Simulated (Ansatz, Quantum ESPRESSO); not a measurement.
# 1T-PtSe2, 1 layer: the gap on the mesh at a withheld member of a series

How the rows were computed: Quantum ESPRESSO 7.5, PBE, SG15 norm-conserving. Cell and atoms are relaxed under PBE (GBRV files) and held. Screened hybrids with norm-conserving files, screening 0.106 per bohr, fixed occupations, a 9×9×1 mesh with exchange on 3×3×1 q points. Levels count from the potential in the middle of the vacuum. The series steps the share of short-range exact exchange (0.25 is HSE06, 0 is PBE).

```
share of short-range exact exchange  gap on the mesh (eV)
                                  0                 1.392
                                0.1                 1.638
                               0.15                 1.767
                                0.2                 1.899
                                0.3                 2.175
                                0.4                 2.465
```

One more run was made and is withheld. What is the gap on the mesh at 0.25?

**Fit.** The rows at 0.2 and 0.3 give a slope of (2.175 − (1.899))/(0.3 − (0.2)) = 2.76, so a straight line gives 2.037 eV. A parabola through these and the row at 0.15 gives 2.035 eV.

What the calculation gave: 2.035 eV. The line misses by +0.002 and the parabola by 0.000 eV. Both misses are under 5 % of the step from the nearer row.

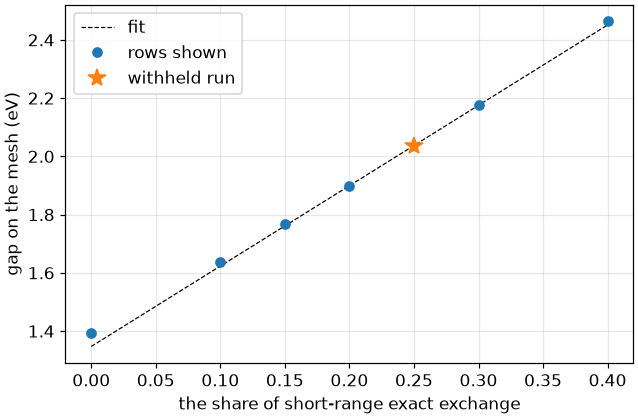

The rows shown, the fit and the withheld run.

**Limits.** Gaps are those of the mesh; no spin-orbit coupling; the q mesh was not tested; the geometry stays that of PBE.

[Logs are printed without paths, hosts, clocks, repeated set-up lines and the standing remarks that a program may print on its own settings, such as how far it seeks lower states.]
